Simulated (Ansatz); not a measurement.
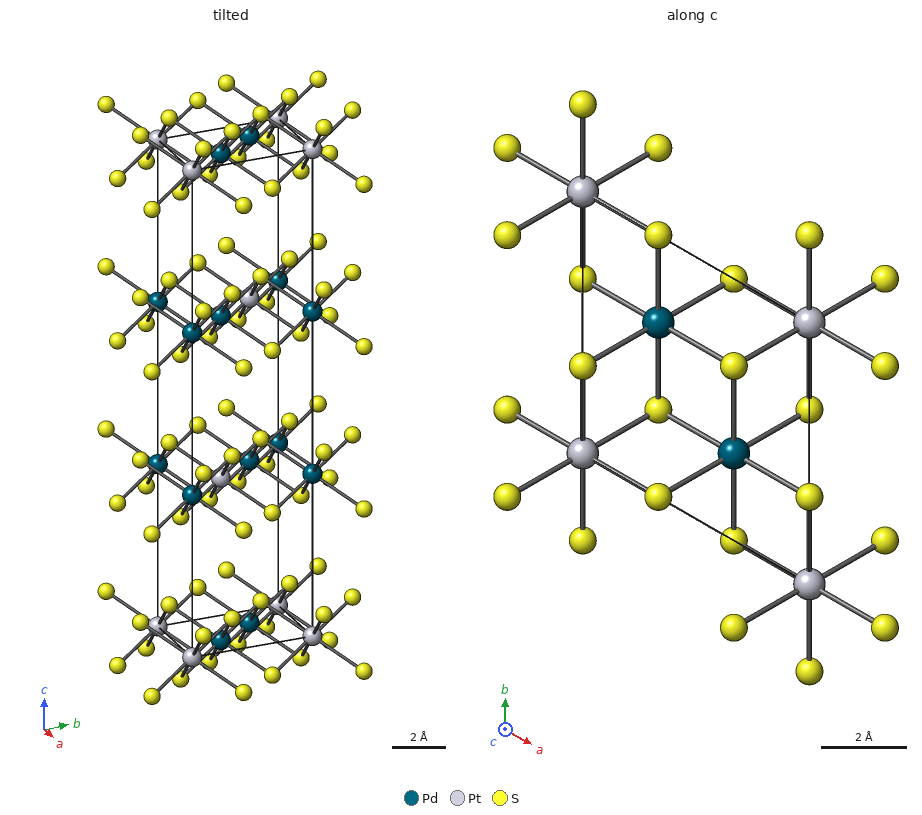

Ball-and-stick drawing of the structure, looking slightly off an axis and along the c axis. The frame is the conventional unit cell; atoms at its boundary are shown with their periodic copies. Some neighbours outside the box are added.

Pd₂PtS₆, space group R-3 (No. 148), a = 6.171 Å, b = 6.171 Å, c = 18.854 Å, α = 90.00°, β = 90.00°, γ = 120.00°. Starting structure: a structure type filled with these elements by a generator (whether the compound takes this form wasn't checked). Earlier steps of the study may have refined or changed the cell and positions. It went into a calculation with Ansatz.

This one geometry was computed with Ansatz (DFT, plane waves, PAW) at three levels of theory: PBE, r2SCAN and LDA.

> Which level gives the highest pressure at this volume, and what does that say about its equilibrium volume?

Highest: PBE (0.0 GPa), which points to the largest equilibrium volume. Lowest, with the smallest volume: LDA (-5.7 GPa). Levels within 0.5 GPa of each other can't be told apart.

> How does the band gap change with the level of theory?

LDA: a gap of 0.93 eV, indirect; PBE: a gap of 1.03 eV, indirect; r2SCAN: a gap of 1.18 eV, indirect.

> Collect the results in a table.

| level | cutoff (eV) | k-mesh of the run's cell | gap (eV) | pressure (GPa) |
| --- | --- | --- | --- | --- |
| PBE | 420 | 6×6×6 | 1.03 | 0.0 |
| r2SCAN | 500 | 6×6×6 | 1.18 | -1.8 |
| LDA | 420 | 6×6×6 | 0.93 | -5.7 |

Gaps are taken on the k-mesh or band path of each run.
